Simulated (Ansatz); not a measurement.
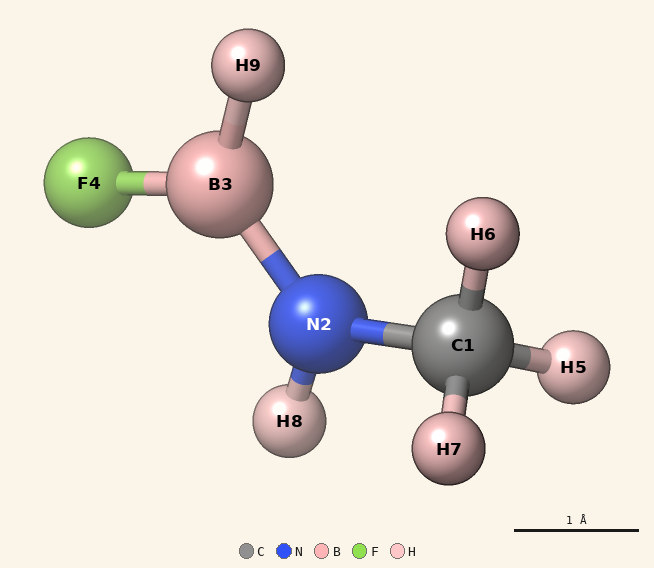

Simulated data, not a measurement (program: Ansatz).

Orthographic view. Atoms fade into the background with distance from the viewer. Charge +1, doublet. Geometry: the geometry of the neutral molecule.

Give the geometry as a Z-matrix, atoms in numerical order, with these reference atoms: 2 to 1; 3 to 2, 1; 4 to 3, 2, 1; 5 to 1, 2, 3; 6 to 1, 5, 2; 7 to 1, 6, 5; 8 to 2, 3, 4; 9 to 3, 4, 2.

```
C  
N    1   1.443
B    2   1.388   1   126.0
F    3   1.340   2   119.2   1   180.0
H    1   1.094   2   111.7   3  -119.3
H    1   1.090   5   108.0   2  -120.0
H    1   1.094   6   108.0   5   116.8
H    2   1.009   3   118.7   4     0.0
H    3   1.197   4   119.1   2   180.0
```
